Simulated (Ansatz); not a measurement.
# CS (SMILES [C-]#[S+]): BLYP/STO-3G

Aim: the energy change on altering one bond length of CS at BLYP/STO-3G, from 2 runs. 

The results are computed with Ansatz 0.2.0.

52 further runs of the same task are left out: 14 that didn't finish, 38 set aside as unsound or not needed.

### Step 1. The system as given

The species is CS (2 atoms), meant as a singlet with charge 0. SMILES: `[C-]#[S+]`. Geometry: the measured bond length.

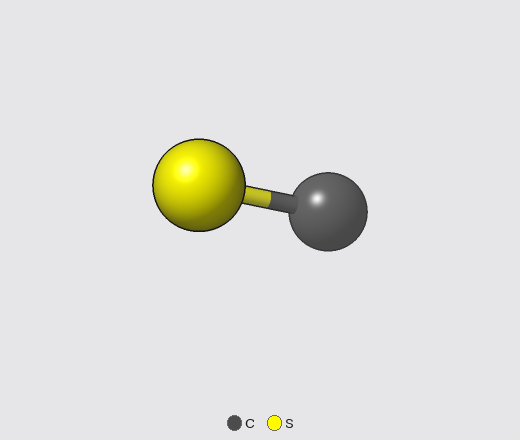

The structure, seen from a chosen angle (carbon dark grey, sulfur yellow).

### Step 2. A single-point energy at BLYP/STO-3G

Input file molecule.yaml:

```yaml
crystal:
  periodic: [false, false, false]
  atoms:
    - {symbol: C, position_ang: [0.000000, 0.000000, 0.000000]}
    - {symbol: S, position_ang: [0.000000, 0.000000, 1.534941]}
basis:
  gaussian: {orbitals: STO-3G}
hamiltonian: {xc: {name: BLYP}}
accuracy: high
```

Started as:

```bash
$ ansatz run molecule.yaml --threads 1 --pin off --max-ram 2610MiB --events-out events.jsonl --progress --plain --runs-dir runs
```

The program printed:

```text
Warning: RAYON_NUM_THREADS=1 ignored (pool sized by the plan → 1); use --threads N
Functional definition: BLYP
  name "BLYP"
  parameter beta = 0.0042
  parameter a = 0.04918
  parameter b = 0.132
  parameter c = 0.2533
  parameter d = 0.349
  exchange = b88_x(beta = beta)
  correlation = lyp_c(a = a, b = b, c = c, d = d)
224 factors; integrals over basis functions are off by at most 6.4e-9 eV
mean field evaluation 1: about -11732.4726 eV, gradient 3.2e1 eV
mean field evaluation 2: about -11720.1400 eV, gradient 5.6e1 eV
mean field evaluation 4: about -11734.8365 eV, gradient 1.5e1 eV
mean field evaluation 8: about -11735.4306 eV, gradient 1.0e-1 eV
mean field evaluation 16: about -11735.4306 eV, gradient 5.9e-9 eV
mean field -11735.43061210 eV, -431.2691204342 hartree, gradient 5.7e-9 eV, S^2 0.000000; 0 other end points of the search recorded, 0 dependent functions left out
reference -11735.43063629 eV, -431.2691213229 hartree; 11, 11 occupied and 3, 3 virtual orbitals, 224 factors
Total energy: -11735.43063629 eV, -431.2691213229 hartree
```

Wall time 0.26 s (1 thread of Intel Xeon 6975P-C (Granite Rapids), shared host).

### Step 3. The distorted shape at the same level

Input file molecule.yaml:

```yaml
crystal:
  periodic: [false, false, false]
  atoms:
    - {symbol: C, position_ang: [0.000000, 0.000000, -0.383759]}
    - {symbol: S, position_ang: [0.000000, 0.000000, 1.534941]}
basis:
  gaussian:
    orbitals: STO-3G
accuracy: high
hamiltonian:
  xc: {name: BLYP}
```

Started as:

```bash
$ ansatz run molecule.yaml --threads 1 --pin off --max-ram 2610MiB --events-out events.jsonl --progress --plain --runs-dir runs
```

The program printed, shortened:

```text
Warning: RAYON_NUM_THREADS=1 ignored (pool sized by the plan → 1); use --threads N
[... 9 set-up lines as earlier in the session ...]
224 factors; integrals over basis functions are off by at most 1.6e-8 eV
mean field evaluation 1: about -11733.3480 eV, gradient 1.1e1 eV
mean field evaluation 2: about -11723.6289 eV, gradient 4.6e1 eV
mean field evaluation 4: about -11731.0435 eV, gradient 3.2e1 eV
mean field evaluation 8: about -11733.7142 eV, gradient 8.6e-5 eV
mean field -11733.71419799 eV, -431.2060433789 hartree, gradient 1.9e-8 eV, S^2 0.000000; 0 other end points of the search recorded, 0 dependent functions left out
reference -11733.71422334 eV, -431.2060443106 hartree; 11, 11 occupied and 3, 3 virtual orbitals, 224 factors
Total energy: -11733.71422334 eV, -431.2060443106 hartree
```

It took 0.36 s on 1 thread of Intel Xeon 6975P-C (Granite Rapids), shared host.

### Step 4. Outcome

At BLYP/STO-3G:

| quantity | value |
| --- | --- |
| first shape: total energy | -431.26912 Eh |
| distorted shape: total energy | -431.20604 Eh |
| energy change with the C1–S2 bond stretched from 1.535 to 1.919 Å | 1.716 eV |

With the C1–S2 bond stretched from 1.535 to 1.919 Å the energy rises by 1.72 eV (40 kcal/mol). The first shape isn't relaxed at this level, so the change isn't measured from a minimum. The minimal basis adds a large error of its own.
